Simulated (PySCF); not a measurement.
SMILES [OH][Al]([NH][GeH3])[OH], singlet, B3LYP/def2-SVP optimised geometry. Atoms within 1.6 Å of the plane z = 1.5 Å (x, y, z in Å): Ge1 (-0.34, -2.08, -0.01), N2 (-1.03, -0.36, 0.00), Al3 (-0.19, 1.20, 0.00), O4 (1.51, 1.20, 0.00), O5 (-1.00, 2.70, 0.00), H6 (-0.77, -2.86, 1.26), H7 (1.20, -1.95, -0.06), H9 (-2.05, -0.36, 0.00), H10 (2.05, 2.01, -0.01), H11 (-1.94, 2.86, 0.01).

Method: B3LYP/def2-TZVP run with PySCF.

Map of the Laplacian of the electron density (e/bohr⁵) on the plane z = 1.5 Å:

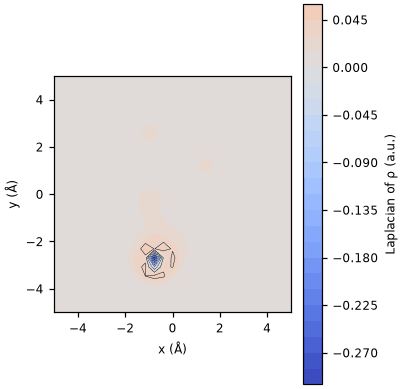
Figure. Laplacian of the electron density (e/bohr⁵) on the plane z = 1.5 Å.
